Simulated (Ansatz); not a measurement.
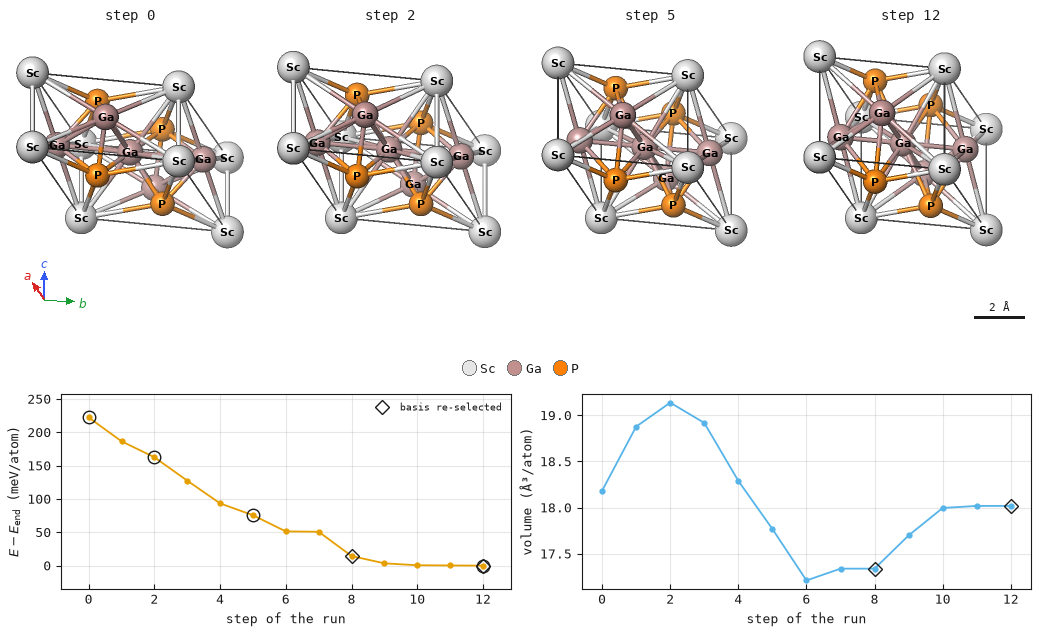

Frames of a relaxation of solid ScGa3P2 (a generated structure, set up in P6/mmm) (coarse preliminary run), marked on the history of the run. A ball-and-stick model of the cell of the calculation, seen from a free direction.

Level of theory: Ansatz 0.2.0, DFT PBE, scalar-relativistic, plane waves, PAW. Settings: plane-wave cutoff 420 eV; k-point mesh 3 × 3 × 6; occupations gaussian; smearing width 0.1 eV; no spin polarisation; cell and atoms relaxed; force threshold 0.04 eV/Å; at most 70 steps.

**What happens along the run?**

The energy falls by 222 meV per atom in 10 accepted moves (12 points after the start). All forces vanish by symmetry, so only the cell relaxes. The pressure goes from 5.84 to 0.20 GPa. The SCF was repeated twice at an unchanged geometry on a basis and grid sized afresh for the cell, which shifted the energy by 36.4 meV per atom at most. No atom moves by more than 0.005 Å relative to the cell. The volume changes by −0.9 %, with a = b 6.015 → 5.144 Å (−14.5 %), c 3.482 → 4.717 Å (+35.5 %). Some distances before and after: Sc–Sc 3.482 → 4.717 Å, P–Sc 3.473 → 2.970 Å, P–P 3.473 → 2.970 Å, Ga–Ga 3.008 → 2.572 Å. Among the angles between lasting bonds that change: Ga–P–Ga 90.1° → 115.6°, Ga–P–Ga 138.6° → 149.1°. The space group stays P6/mmm (No. 191). Cost: 20 s on 1 thread of AMD EPYC 9R45 96-Core Processor (Zen 5), on a shared host, peak memory 0.47 GiB. From step 0 to 2: volume +5.2 %, energy −59.7 meV per atom. From step 2 to 5: volume −7.2 %, energy −87.0 meV per atom. From step 5 to 12: volume +1.4 %, energy −75.6 meV per atom.
